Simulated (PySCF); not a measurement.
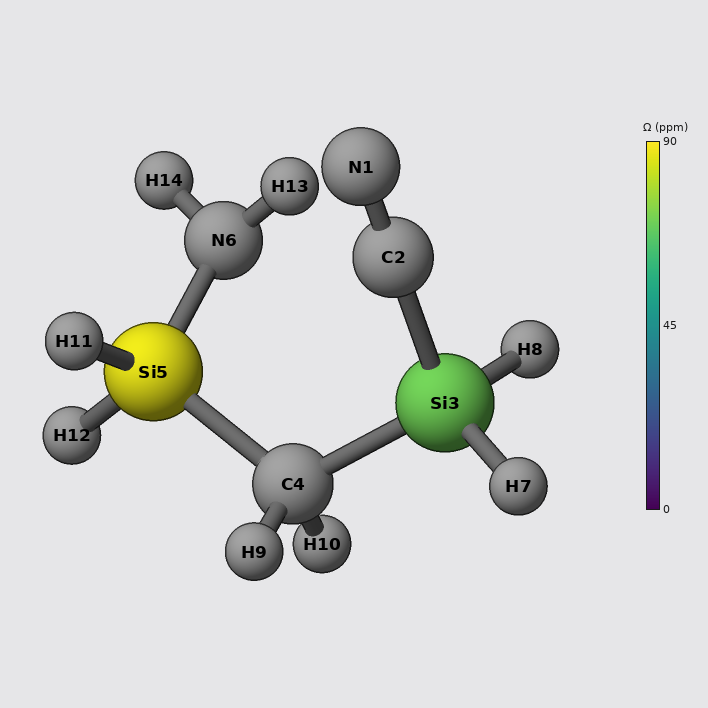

The Si atoms are coloured by the span of their shielding tensor. The geometry was computed by an optimisation with GFN2-xTB. No frequency run is at hand to confirm it as a minimum. Level of theory: GIAO PBE0/pcSseg-1 NMR shielding, non-relativistic, gas phase (PySCF 2.14.0). Principal shieldings σ11 ≤ σ22 ≤ σ33, span Ω = σ33 − σ11, skew κ = 3(σiso − σ22)/Ω.

Question. Which Si atom has the most anisotropic shielding?

Answer. Si5, with a span of 87 ppm.

Give the shielding tensors of the Si atoms.

```json
{"atom": "Si3", "σ11": "395.3", "σ22": "400.1", "σ33": "465.9", "σiso": "420.4", "Ω": "70.5", "κ": "0.87"}
{"atom": "Si5", "σ11": "343.6", "σ22": "370.7", "σ33": "430.6", "σiso": "381.6", "Ω": "87.0", "κ": "0.38"}
```

Shieldings and span in ppm.

The geometry is semi-empirical. Around Si such bond lengths and angles can be off by a tenth of an ångström or more and by several degrees, and values that hang on the shape move with them.
